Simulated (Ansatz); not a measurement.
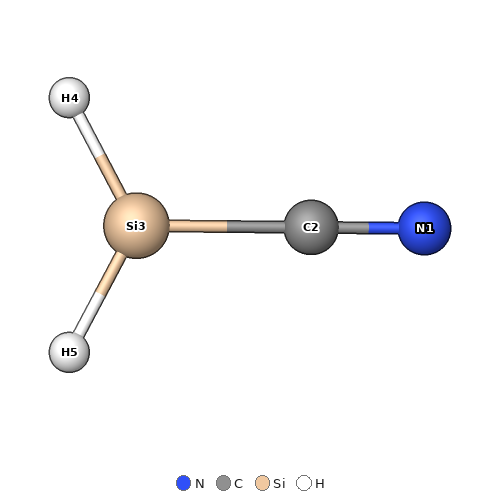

The system is CH₂NSi, SMILES N#C[SiH2+], charge +1; the picture shows the reference structure. The first coordinate is: umbrella angle at Si3 (between each of its bonds and their common axis; 90 is planar); the second: change of the bonds Si3–C2, Si3–H4, Si3–H5, all alike. Nothing is relaxed (all other coordinates rigid). The scan uses a 15 × 15 grid; 120 points were computed and 105 follow by symmetry. Points are written as (first, second). All energies are given in kJ/mol relative to the lowest grid point. Method: RKS CAM-B3LYP-D4/def2-TZVP (Ansatz).

Its coordinates:

```xyz
5

N     0.9463   -1.3353    1.5560
C     0.4642   -0.6550    0.7633
Si   -0.2794    0.3943   -0.4595
H    -1.4236   -0.1292   -1.2036
H     0.2926    1.7251   -0.6562
```

Range: umbrella angle at Si3 (between each of its bonds and their common axis; 90 is planar) from 66.0 to 114.0°; change of the bonds Si3–C2, Si3–H4, Si3–H5, all alike from −0.172 to 0.266 Å.

Predict the map.

Answer. The lowest grid point is at (90.0°, 0.016 Å). No other kind of well shows on this grid. The highest grid point, (66.0°, −0.172 Å), lies 270 kJ/mol above the lowest. Round the minimum the two coordinates are nearly uncoupled.

| second ↓, first → | 66.0 | 69.4 | 72.9 | 76.3 | 79.7 | 83.1 | 86.6 | 90.0 | 93.4 | 96.9 | 100.3 | 103.7 | 107.1 | 110.6 | 114.0 |
| --- | --- | --- | --- | --- | --- | --- | --- | --- | --- | --- | --- | --- | --- | --- | --- |
| 0.266 | 259 | 231 | 206 | 187 | 172 | 161 | 155 | 153 | 155 | 161 | 172 | 187 | 206 | 231 | 259 |
| 0.235 | 234 | 205 | 179 | 160 | 144 | 133 | 127 | 124 | 127 | 133 | 144 | 160 | 179 | 205 | 234 |
| 0.204 | 210 | 180 | 154 | 134 | 118 | 107 | 100 | 98 | 100 | 107 | 118 | 134 | 154 | 180 | 210 |
| 0.172 | 188 | 157 | 131 | 110 | 93 | 82 | 75 | 73 | 75 | 82 | 93 | 110 | 131 | 157 | 188 |
| 0.141 | 169 | 137 | 110 | 89 | 72 | 60 | 53 | 51 | 53 | 60 | 72 | 89 | 110 | 137 | 169 |
| 0.110 | 153 | 121 | 93 | 71 | 54 | 42 | 34 | 32 | 34 | 42 | 54 | 71 | 93 | 121 | 153 |
| 0.078 | 140 | 108 | 79 | 57 | 39 | 27 | 19 | 16 | 19 | 27 | 39 | 57 | 79 | 108 | 140 |
| 0.047 | 133 | 99 | 70 | 47 | 29 | 16 | 8 | 6 | 8 | 16 | 29 | 47 | 70 | 99 | 133 |
| 0.016 | 130 | 95 | 65 | 42 | 24 | 11 | 3 | 0 | 3 | 11 | 24 | 42 | 65 | 95 | 130 |
| −0.016 | 133 | 97 | 67 | 43 | 24 | 11 | 3 | 0 | 3 | 11 | 24 | 43 | 67 | 97 | 133 |
| −0.047 | 142 | 106 | 75 | 51 | 31 | 18 | 9 | 7 | 9 | 18 | 31 | 51 | 75 | 106 | 142 |
| −0.078 | 159 | 123 | 91 | 66 | 46 | 32 | 24 | 21 | 24 | 32 | 46 | 66 | 91 | 123 | 159 |
| −0.110 | 186 | 149 | 116 | 91 | 71 | 57 | 48 | 45 | 48 | 57 | 71 | 91 | 116 | 149 | 186 |
| −0.141 | 222 | 184 | 151 | 125 | 105 | 90 | 81 | 79 | 81 | 90 | 105 | 125 | 151 | 184 | 222 |
| −0.172 | 270 | 231 | 197 | 171 | 150 | 135 | 126 | 123 | 126 | 135 | 150 | 171 | 197 | 231 | 270 |

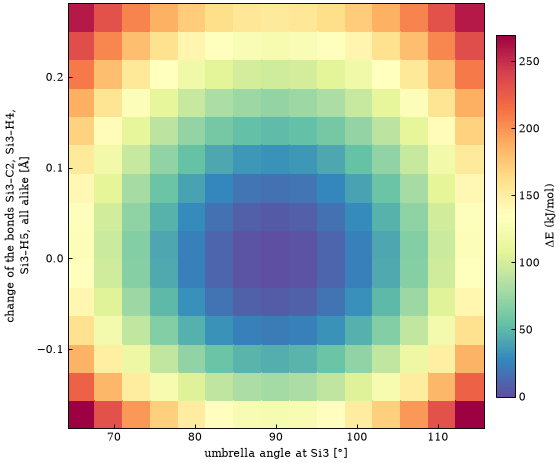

The picture shows one coloured cell a grid point.

Each point was launched as `ansatz run input.yaml --threads 1 --pin off --max-ram 2560MiB --backend cpu --events-out ev --progress --plain --runs-dir out`. The whole map (120 points run) took 3.9 min on 1 thread of Intel(R) Xeon(R) Platinum 8488C (Sapphire Rapids), on a shared host.
